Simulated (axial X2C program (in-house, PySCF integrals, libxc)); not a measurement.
## Relativistic diatomic calculation for SnP⁻

SnP⁻. The reference is closed-shell SnP⁻; the roots are vertical excitation energies. The distance is the PBE0 minimum at charge −1. Computed at this level: EOM-EE-CCSD, two-component X2C with atomic mean-field Coulomb and Gaunt terms, Sn dyall-acv3z, P dyall-av3z (cores contracted) (axial X2C program (in-house, PySCF integrals, libxc)).

**Key numbers**

```
                                                                                                          quantity                                                                 value
                                                                                                           outcome                                                             converged
                                                                                   HF energy of the reference SnP⁻                                                   −6512.79344 hartree
                                                                                  MP2 energy of the reference SnP⁻                                                   −6513.04697 hartree
CCSD energy of the reference SnP⁻ (with the MP2 share of the virtual spinors left out of the coupled-cluster step)                                                   −6513.05954 hartree
                                                                              CCSD(T) energy of the reference SnP⁻                                                   −6513.07694 hartree
                                          T1 diagnostic (spinor form; for a closed shell √2 times the usual value)                                                                 0.034
                                                                                                          hardware  1 thread of Arm Neoverse V2, 24 GiB of memory available, shared host
                                                                                                         wall time                                                                  27 s
                                                                                                       peak memory                                                              0.66 GiB
```

**The input**
```
{"zs": [50, 15], "q": -1, "bas": ["dyall-acv3z", "dyall-av3z"], "r0": 2.32, "eom": "ee", "thr": -1.0, "nmax": 88}
```

The line is the task of a batch: nuclear charges, charge, bases, a first guess of the distance and further settings. This report covers the levels named above. The log is that of the reference distance 2.263 Å.

The run was one of a batch that the task file lists, launched with:
```bash
python <driver script> task.json out
```

**Log**
```
two-component X2C + atomic mean field  HF
basis functions 207  fitting functions 1060  grid points 5081
iter        total energy     max residual
   1      -6507.460834999     4.18e+00
   2      -6512.723217626     4.34e-02
   3      -6512.762267551     3.25e-02
   4      -6512.792721384     3.74e-03
   5      -6512.793170887     2.49e-03
   6      -6512.793416360     3.87e-04
   7      -6512.793429032     2.21e-04
   8      -6512.793433985     1.60e-04
   9      -6512.793437912     1.27e-04
  10      -6512.793441434     7.84e-05
  11      -6512.793443095     3.04e-05
  12      -6512.793443433     1.13e-05
  13      -6512.793443456     2.50e-06
  14      -6512.793443458     3.80e-07
converged
one-electron -9320.01625800  Coulomb 2822.15558811  exact exchange -186.74500726  xc functional 0.00000000  nuclear repulsion 175.37910216  atomic mean-field constant -3.56686846
correlated 10  virtual 292  natural virtual 88  E(MP2) -0.253526793  MP2 remainder -0.028978397
iter   CCSD correlation   residual
   1     -0.224933974   1.84e-01
   2     -0.233648353   8.00e-02
   3     -0.236813085   3.39e-02
   4     -0.236998053   1.33e-02
   5     -0.237107782   6.10e-03
   6     -0.237107326   2.06e-03
   7     -0.237105903   1.09e-03
   8     -0.237115738   5.71e-04
   9     -0.237115202   2.87e-04
  10     -0.237115817   1.14e-04
  11     -0.237114812   5.21e-05
  12     -0.237114393   2.58e-05
  13     -0.237114381   1.36e-05
(T) -0.017401982313938413  T1 0.0336  D1 0.0571  max T2 0.050
EOM-EE-CCSD roots
2*Omega      energy/Eh   energy/eV  one-particle weight
    0       0.06380620      1.7363      0.948
    0       0.08463229      2.3030      0.935
    0       0.08482974      2.3083      0.935
    0       0.09573325      2.6050      0.917
    0       0.09577216      2.6061      0.921
    2       0.06327748      1.7219      0.948
    2       0.07976936      2.1706      0.942
    2       0.08735926      2.3772      0.936
    2       0.09590616      2.6097      0.918
    4       0.08085527      2.2002      0.938
    4       0.08932697      2.4307      0.934
    4       0.10194130      2.7740      0.908
    6       0.08339807      2.2694      0.935
```

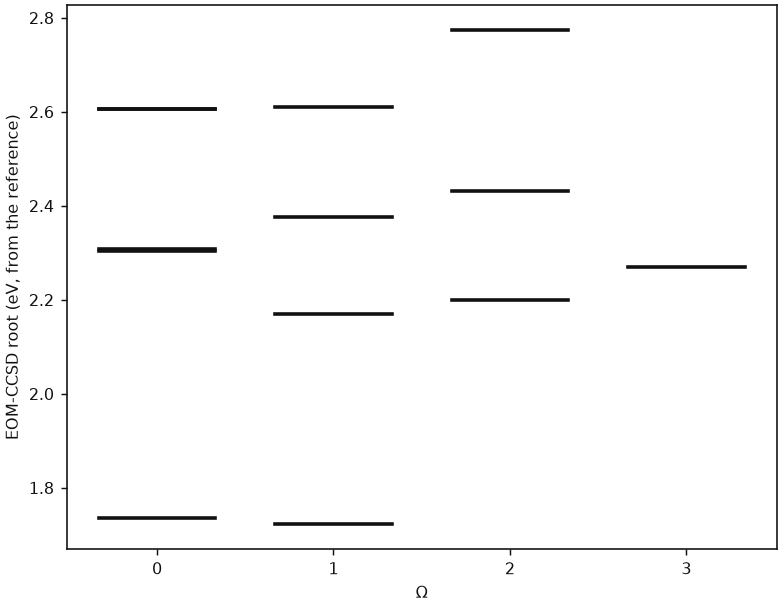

**Figure 1.** EOM-CCSD roots by Ω at 2.26 Å. The lowest has Ω = 1 and lies at 1.722 eV, with one-particle weight 0.95.
